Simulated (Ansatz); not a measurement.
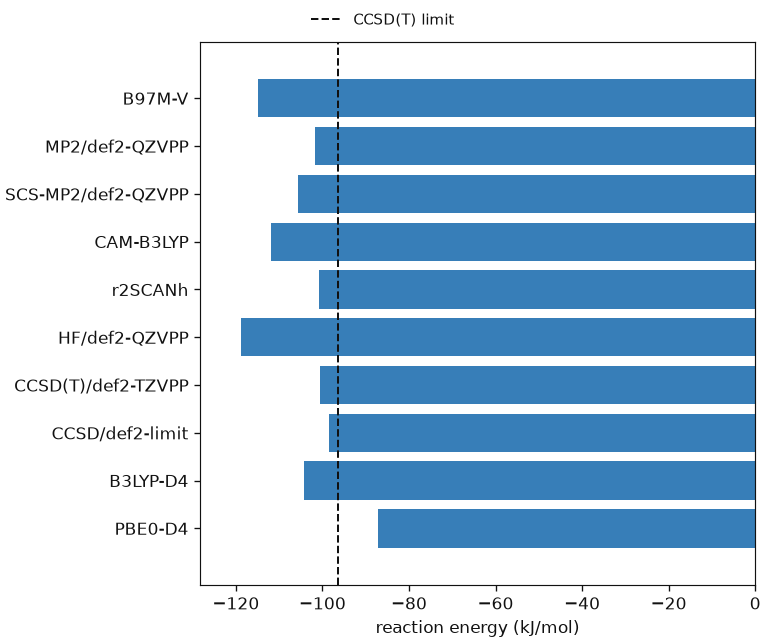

Electronic reaction energy of CH₇AlSn ([CH3][SnH2][AlH2]) + B₂H₄O (BBO) → AlB₂H₅O (BB[O][AlH2]) + CH₆Sn ([CH3][SnH3]) (SMILES in brackets) at several levels (functionals in def2-TZVPP unless a basis is named), isolated molecules at PBE0-D4 triple-zeta geometries, minima by their frequencies, no zero-point or thermal terms, the Ansatz code 0.2.0. The line is frozen-core CCSD(T) at the basis limit (MP2 extrapolated from triple and quadruple zeta, plus CCSD(T) less MP2 in a smaller set). No dispersion term is added to CAM-B3LYP and r2SCANh. The distance of MP2/def2-QZVPP, SCS-MP2/def2-QZVPP and CCSD(T)/def2-TZVPP to the limit includes basis error. Core potentials past Kr. The limit lies 4.0 kJ/mol from CCSD(T)/def2-TZVPP, so the line itself is uncertain by a part of that.

### Which level comes closest to the line (CCSD(T) limit), and which misses most?

Closest CCSD/def2-limit (−98.4 kJ/mol), against −96.5 kJ/mol; farthest HF/def2-QZVPP (−118.7 kJ/mol).

### Give the values.

| level | kJ/mol | less CCSD(T) limit |
| --- | --- | --- |
| B97M-V | −114.9 | −18.4 |
| MP2/def2-QZVPP | −101.7 | −5.2 |
| SCS-MP2/def2-QZVPP | −105.6 | −9.1 |
| CAM-B3LYP | −111.8 | −15.4 |
| r2SCANh | −100.7 | −4.2 |
| HF/def2-QZVPP | −118.7 | −22.2 |
| CCSD(T)/def2-TZVPP | −100.5 | −4.0 |
| CCSD/def2-limit | −98.4 | −1.9 |
| B3LYP-D4 | −104.2 | −7.8 |
| PBE0-D4 | −87.2 | 9.3 |
| CCSD(T) limit | −96.5 | 0.0 |

Caveats: outer-core shells are correlated without core-valence functions, which makes the correlated values less sure; spin-orbit coupling is left out, and with Sn it can shift these values; one conformer of each flexible molecule.
